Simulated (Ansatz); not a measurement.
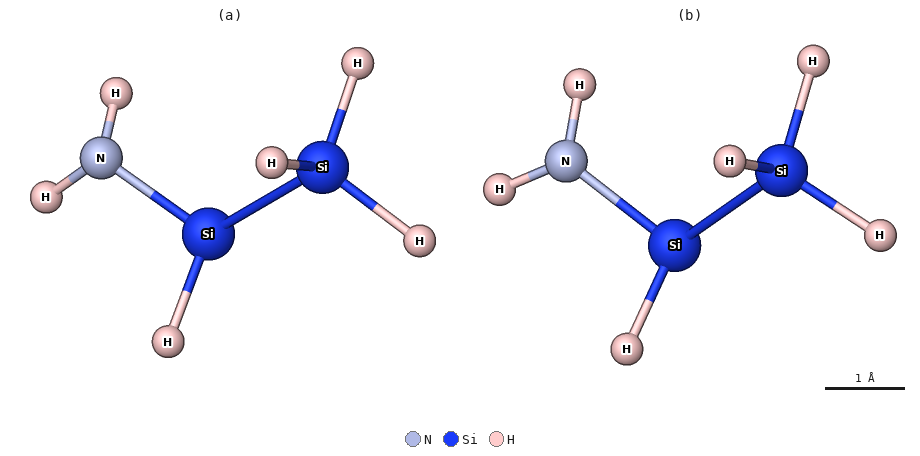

The structure of Si2NH6 (multiplicity 2) (coarse preliminary run) before (left) and after (right) a relaxation, at one scale.

The picture is a ball-and-stick view, seen from a free direction.

The start comes from a force field.

Theory: UKS PBE-D4/def2-SVP (Ansatz). Set-up: force threshold 0.03 eV/Å; at most 200 steps.

Question: Summarise the run.

Answer: A Si atom moves most after the best rigid fit: 0.19 Å. Largest moves by element: Si 0.19 Å, H 0.16 Å, N 0.13 Å. Near-neighbour distances that change, for instance: N–Si 1.681 → 1.758 Å, H–Si 1.434 → 1.509 Å, Si–Si 2.293 → 2.357 Å, H–N 0.968 → 1.024 Å. Bond angles that change, for instance: Si–N–H 110.0° → 119.7°, H–N–H 102.5° → 110.3°, Si–N–H 113.2° → 119.0°. The energy falls by 39.8 kJ/mol in 5 geometry steps. Largest force component: 3.4 eV/Å at the start, 0.021 eV/Å at the end.
